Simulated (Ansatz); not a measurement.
Consider Cl3HO2W (SMILES [O]=[W]([OH])([Cl])([Cl])[Cl]).

```xyz
7

O    -1.8841   -0.1452    0.3853
W    -0.3131    0.1049   -0.1272
O     0.6234   -0.9063    1.1315
Cl    0.2068   -1.5273   -1.6658
Cl   -0.6404    1.4789   -1.9382
Cl    0.5002    1.9781    0.9377
H     1.5684   -1.0510    1.2311
```

Geometry: PBE0-D4/def2-TZVP; core potentials replace the inner electrons of W.

Method: RKS PBE0-D4/def2-TZVPP in Ansatz 0.2.0.

What will maps of the electron density and electron localisation function show?

W–O (1.67 Å): the density is about 2.1 e/Å³ at the midpoint; the ELF peaks at about 0.80 in the valence shell of O, 0.5 Å from its nucleus, and drops to about 0.40 between the two atoms.
W–Cl (2.30 Å): ρ is about 0.74 e/Å³ halfway; the ELF peaks at about 0.85 in the valence shell of Cl, 0.8 Å from its nucleus, and is about 0.45 at the midpoint.
O–H (0.96 Å): the density is about 3.8 e/Å³ at the midpoint; the ELF climbs to about 1 towards the hydrogen, as it does in any bond to H; an ordinary covalent bond to hydrogen.
W–O (1.87 Å): ρ at the midpoint is about 1.2 e/Å³; the ELF peaks at about 0.85 in the valence shell of O, 0.5 Å from its nucleus, and drops to about 0.25 between the two atoms.

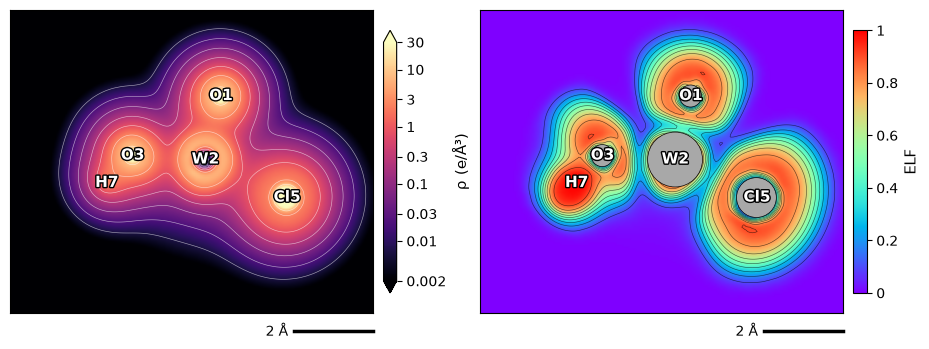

Computed electron density and electron localisation function on the plane of atoms O1, W2 and O3, in this order. Grey discs cover the atomic cores in the ELF map. 
